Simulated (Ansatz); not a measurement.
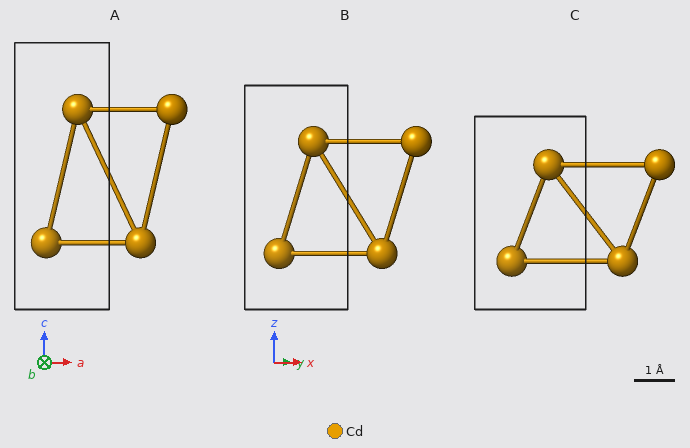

A scan of crystalline Cd (P6_3/mmc): the ratio of the cell's length along z to its lengths across, counted as 1 for the reference, is changed at fixed volume (a c/a path), with the atoms kept at their fractional coordinates. x, y and z are the Cartesian axes of the input. Style: ball-and-stick. Shown: the cell of the calculation, repeated 2 × 3 × 1 with one cell outlined, along the b axis.

All numbers below come from DFT PBE, scalar-relativistic, plane waves, PAW (Ansatz). Set-up: plane-wave cutoff 420 eV; k-point mesh 24 × 24 × 10; occupations gaussian; smearing width 0.15 eV; no spin polarisation. Energies (free energies at the smearing named) are counted from the cell as listed in its source, which wasn't relaxed.

**Rank the frames from lowest to highest energy.**

Lowest first: B (the relative ratio 1.00, 0.0 meV/atom), C (the relative ratio 0.80, 16.2 meV/atom), A (the relative ratio 1.30, 226.4 meV/atom). Over the whole scan: of the computed points the lowest is at the relative ratio 1.00, 0.0 meV/atom. At the ends of the scan the energy is 16.2 meV/atom (0.80) and 226.4 meV/atom (1.30). The unrelaxed reference is under a pressure of 2.9 GPa. The distortion keeps the space group P6_3/mmc. At the relative ratio 1.30 the cell of the drawing goes a 2.979 → 2.729 Å, b 2.979 → 2.729 Å, c 5.618 → 6.691 Å.
